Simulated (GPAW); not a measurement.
Band structure of KBr (Fm-3m, 2 atoms in the cell).

```
CELL_PARAMETERS angstrom
      0.00000     3.30000     3.30000
      3.30000     0.00000     3.30000
      3.30000     3.30000     0.00000
ATOMIC_POSITIONS crystal
  K  0.00000 0.00000 0.00000
  Br 0.50000 0.50000 0.50000
```

Computed with PBE, GPAW PAW datasets PBE (gpaw-data 1.0.1) (plane waves; GPAW).

Settings: mode = pw; ecut = 550 eV; xc = PBE; kpts = 6 6 6; mesh shift (steps) = 0 0 0; occupations.name = fermi-dirac; occupations.width = 0.05 eV; nbands = -6; convergence.bands = -4; symmetry.symmorphic = false; symmetry.tolerance = 0.0005; maxiter = 120; bandpath_npoints = 40.

The starting cell has typed, rounded lattice constants, without a prior relaxation at this level.

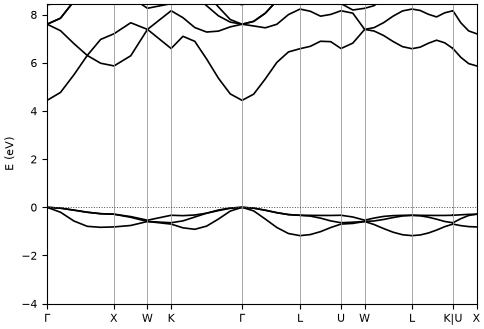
Figure: Bands along the path, energies from the top of the valence band on the SCF mesh.

Task: Read off roughly the gap and where its edges lie.

Result: The gap along the path is about 4.4 eV (computed: 4.44 eV), direct at Γ to within 0.01 eV.

Levels in eV from the top of the valence band on the SCF mesh, bands 5 to 12:
```json
[
 {"point": "Γ", "5": "-11.26", "6": "0.00", "7": "0.00", "8": "0.00", "9": "4.44", "10": "7.60", "11": "7.60", "12": "7.60"},
 {"point": "X", "5": "-11.30", "6": "-0.81", "7": "-0.29", "8": "-0.29", "9": "5.87", "10": "7.21", "11": "9.33", "12": "9.50"},
 {"point": "W", "5": "-11.16", "6": "-0.59", "7": "-0.59", "8": "-0.53", "9": "7.39", "10": "7.39", "11": "8.26", "12": "8.98"},
 {"point": "K", "5": "-11.19", "6": "-0.70", "7": "-0.64", "8": "-0.33", "9": "6.59", "10": "8.16", "11": "8.46", "12": "9.15"},
 {"point": "L", "5": "-11.01", "6": "-1.18", "7": "-0.33", "8": "-0.33", "9": "6.59", "10": "8.23", "11": "9.72", "12": "9.72"},
 {"point": "U", "5": "-11.19", "6": "-0.70", "7": "-0.64", "8": "-0.33", "9": "6.59", "10": "8.16", "11": "8.46", "12": "9.15"}
]
```
